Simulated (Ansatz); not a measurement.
**BNH2O (SMILES BN=O): B2PLYP/STO-3G**

What is the electronic atomisation energy of BNH2O at B2PLYP/STO-3G? 

Program for the calculation: Ansatz 0.2.0.

59 further runs of the same task are left out: 4 that didn't finish, 55 set aside as unsound or not needed.

## 1. Starting point

BNH2O has 5 atoms, charge 0, and is taken as a singlet. As SMILES, `BN=O`. The coordinates come from a GFN2-xTB relaxation.

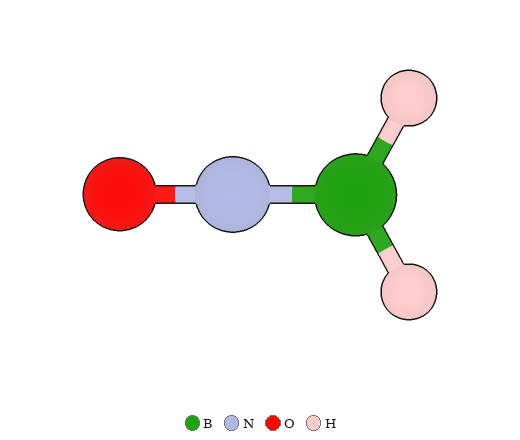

The structure, seen from a chosen angle (boron green, nitrogen light blue, oxygen red, hydrogen pink).

## 2. A single-point energy at B2PLYP/STO-3G

File run.yaml:

```yaml
crystal:
  periodic: [false, false, false]
  atoms:
    - {symbol: B, position_ang: [-0.303260, 0.384710, -0.206480]}
    - {symbol: "N", position_ang: [0.435210, -0.552070, 0.296940]}
    - {symbol: O, position_ang: [1.113730, -1.415380, 0.760240]}
    - {symbol: H, position_ang: [-1.158940, 0.091910, -0.941520]}
    - {symbol: H, position_ang: [-0.086740, 1.490830, 0.090820]}
basis:
  gaussian:
    orbitals: STO-3G
hamiltonian:
  xc: {name: B2PLYP}
accuracy: high
correlation:
  frozen_orbitals: {B: 1, H: 0, "N": 1, O: 1}
```

The run is started by

```
ansatz run run.yaml --threads 1 --pin off --max-ram 2610MiB --events-out events.jsonl --progress --plain --runs-dir runs
```

Output:

```text
Warning: RAYON_NUM_THREADS=1 ignored (pool sized by the plan → 1); use --threads N
Functional definition: B2PLYP
  name "B2PLYP"
  parameter a = 0.53
  parameter c = 0.27
  exchange = (1 - a)*b88_x + a*exact_x
  correlation = (1 - c)*lyp_c + c*(mp2_os + mp2_ss)
294 factors; integrals over basis functions are off by at most 2.9e-8 eV
mean field evaluation 1: about -4178.2160 eV, gradient 1.8e1 eV
mean field evaluation 2: about -4178.2073 eV, gradient 1.8e1 eV
mean field evaluation 4: about -4179.2369 eV, gradient 2.5e0 eV
mean field evaluation 8: about -4179.2599 eV, gradient 5.5e-2 eV
mean field evaluation 16: about -4179.2599 eV, gradient 3.7e-6 eV
mean field -4179.25988014 eV, -153.5849677912 hartree, gradient 6.1e-8 eV, S^2 0.000000; 0 other end points of the search recorded, 0 dependent functions left out; unrestricted orbitals would lower it
3 core orbitals not correlated: weight in the atoms' cores, before any rotation towards them, 1.000 or more for the frozen orbitals, at most 0.000 for the correlated occupied ones
reference -4179.25989462 eV, -153.5849683231 hartree; 8, 8 occupied and 6, 6 virtual orbitals, 294 factors
second order -6.25170641 eV of doubles, -0.00000000 eV of singles
Total energy: -4180.94785535 eV, -153.6469997358 hartree
```

It took 1.3 s on 1 thread of Arm Neoverse V1, shared host; peak memory 0.094 GiB.

## 3. The B atom, same level

File input.yaml:

```yaml
crystal:
  periodic: [false, false, false]
  atoms:
    - symbol: B
      position_ang: [0.000000, 0.000000, 0.000000]
basis:
  gaussian:
    orbitals: STO-3G
magnetization:
  spin_polarized: true
  initial_magnetization: 1
hamiltonian:
  xc: {name: B2PLYP}
correlation:
  frozen_orbitals: {B: 1}
accuracy: high
```

Run the same way, it converges to -24.24577 Eh (log not shown).

## 4. The H atom

File run.yaml:

```yaml
crystal:
  periodic: [false, false, false]
  atoms:
    - {symbol: H, position_ang: [0.000000, 0.000000, 0.000000]}
basis:
  gaussian: {orbitals: STO-3G}
magnetization: {spin_polarized: true, initial_magnetization: 1}
hamiltonian: {xc: {name: B2PLYP}}
correlation: {frozen_orbitals: {H: 0}}
accuracy: high
```

Run the same way, it converges to -0.46478 Eh (log not shown).

## 5. The N atom at the same level

File run.yaml:

```yaml
crystal:
  periodic: [false, false, false]
  atoms:
    - symbol: "N"
      position_ang: [0.000000, 0.000000, 0.000000]
basis:
  gaussian:
    orbitals: STO-3G
magnetization:
  spin_polarized: true
  initial_magnetization: 3
hamiltonian:
  xc: {name: B2PLYP}
correlation:
  frozen_orbitals: {"N": 1}
accuracy: high
```

Run the same way, it converges to -53.83561 Eh (log not shown).

## 6. The O atom

File job.yaml:

```yaml
crystal:
  periodic: [false, false, false]
  atoms:
    - {symbol: O, position_ang: [0.000000, 0.000000, 0.000000]}
basis:
  gaussian: {orbitals: STO-3G}
magnetization: {spin_polarized: true, initial_magnetization: 2}
hamiltonian: {xc: {name: B2PLYP}}
correlation: {frozen_orbitals: {O: 1}}
accuracy: high
```

Run the same way, it converges to -73.96694 Eh (log not shown).

## 7. What came out

At B2PLYP/STO-3G, 3 core orbitals frozen:

```
                     quantity          value
       molecule: total energy  -153.64700 Eh
         B atom: total energy   -24.24577 Eh
                 B atom: ⟨S²⟩          0.750
         H atom: total energy    -0.46478 Eh
                 H atom: ⟨S²⟩          0.750
         N atom: total energy   -53.83561 Eh
                 N atom: ⟨S²⟩          3.750
         O atom: total energy   -73.96694 Eh
                 O atom: ⟨S²⟩          2.000
electronic atomisation energy      18.208 eV
```

What this shows: Taking the molecule apart into free atoms costs 18.21 eV (1757 kJ/mol), before zero-point energy and without spin-orbit coupling. In a minimal basis such a difference can be off by several eV, whatever the method. The restricted solution (molecule) is unstable to spin breaking: an unrestricted one lies lower.
